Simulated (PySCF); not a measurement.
# Cl$_{2}$ (charge +1, doublet): what the fields show

```csv
atom,x (Å),y (Å),z (Å)
Cl,0.0000,0.0000,-0.9615
Cl,0.0000,0.0000,0.9615
```

Computed with PySCF, PBE0/aug-pcseg-1, non-relativistic, at a bond length of 1.923 Å.

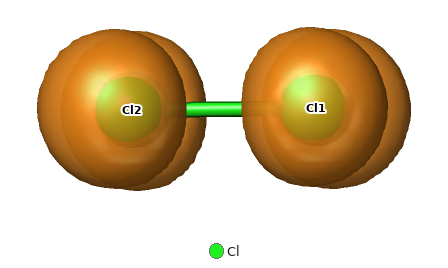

Figure 1. Isosurface of the spin density at +0.04 e/Å³ (orange), seen from one side.

### Which atoms carry the spin?

The unpaired spin (1 electron) lies mostly on Cl1 (about 0.5) and Cl2 (about 0.5), in electrons by Hirshfeld's partition.

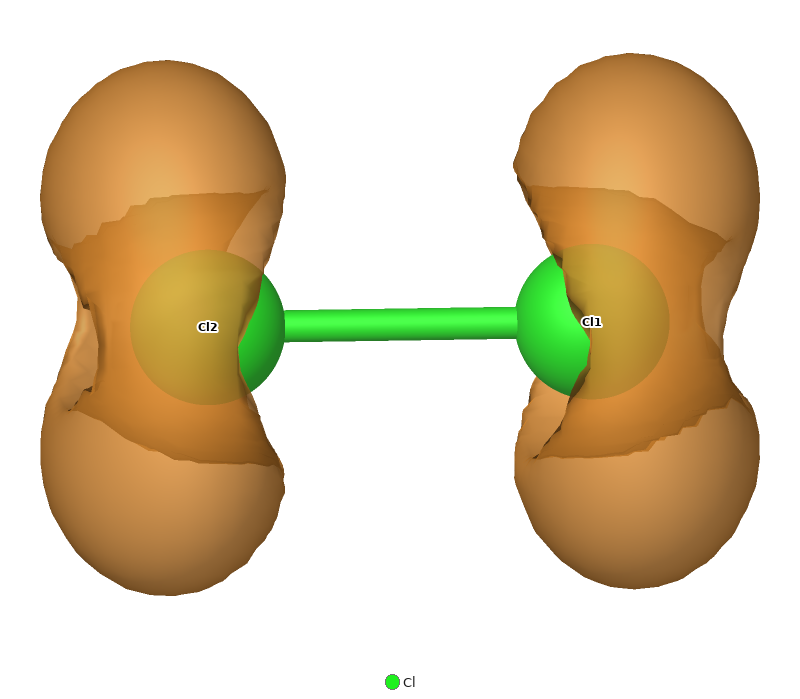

Figure 2. Isosurface of the ELF at 0.85 (orange), seen from one side. Only the valence region is drawn (cores and ρ < 0.01 e/Å³ removed).

### Where are the electrons localised?

At this value the surface marks out two rings or bowls of non-bonding electrons around Cl.


Cl–Cl (1.92 Å): the ELF peaks at about 0.80 between the atoms: a covalent bond.

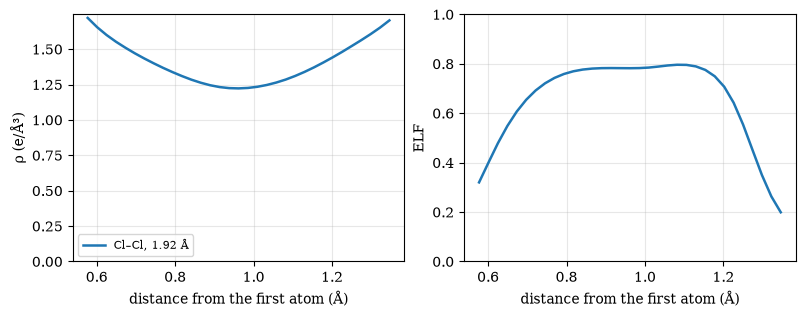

Figure 3. Electron density and ELF along straight lines between neighbouring atoms. The curves leave out the atomic cores.

### What can be read from the curves?

Cl–Cl (1.92 Å): ρ at the midpoint is about 1.2 e/Å³; the ELF peaks at about 0.80 between the atoms, as expected for a covalent bond.
